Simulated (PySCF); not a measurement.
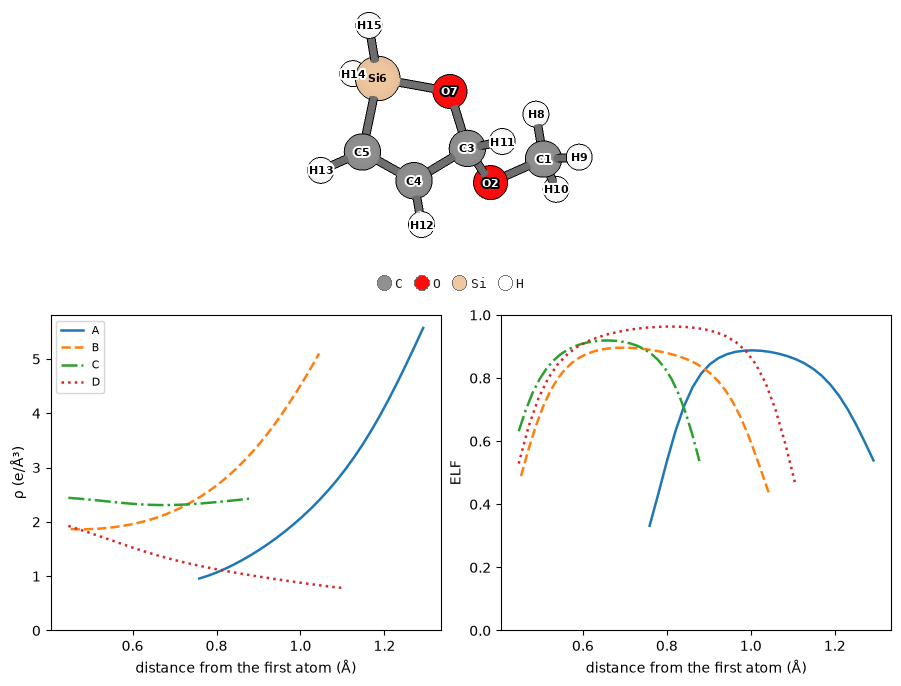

C₄H₈O₂Si. Electron density and electron localisation function along straight lines between neighbouring atoms. The curves leave out the atomic cores. The structure is drawn too.

Geometry: GFN2-xTB.

The calculation used wB97X-D/def2-SVPD, SCF density, gas phase (PySCF 2.14.0).

```
atom    x (Å)    y (Å)    z (Å)
   C   2.4379  -0.0697  -0.4295
   O   1.2050  -0.7104  -0.6793
   C   0.1997  -0.3690   0.2220
   C  -1.0200  -1.1928  -0.0965
   C  -2.0887  -0.5033  -0.4667
  Si  -1.6268   1.3211  -0.4300
   O  -0.1252   0.9913   0.1437
   H   2.3296   1.0173  -0.4754
   H   2.8267  -0.3499   0.5570
   H   3.1193  -0.4094  -1.2062
   H   0.5488  -0.5534   1.2587
   H  -0.9220  -2.2642  -0.0298
   H  -3.0194  -0.9706  -0.7366
   H  -1.5636   1.9522  -1.7444
   H  -2.3056   2.1187   0.5853
```

> Which curve belongs to which contact (C–C, C–O, C–Si and Si–O)? The first atom named is at distance zero.

Curve A: Si–O (1.64 Å): ρ at the midpoint is about 1.1 e/Å³; the ELF peaks at about 0.90 between the atoms: a shared but strongly polarised pair. Curve B: C–O (1.39 Å): ρ at the midpoint is about 2.2 e/Å³, with its minimum of 1.9 e/Å³ about 0.5 Å from C; the ELF peaks at about 0.90 between the atoms (a polar covalent bond). Curve C: C–C (1.32 Å): the density is about 2.3 e/Å³ at the midpoint; the ELF peaks at about 0.90 between the atoms (a multiple bond). Curve D: C–Si (1.88 Å): ρ is about 0.95 e/Å³ halfway; the ELF peaks at about 0.95 between the atoms (localised, covalent bonding).
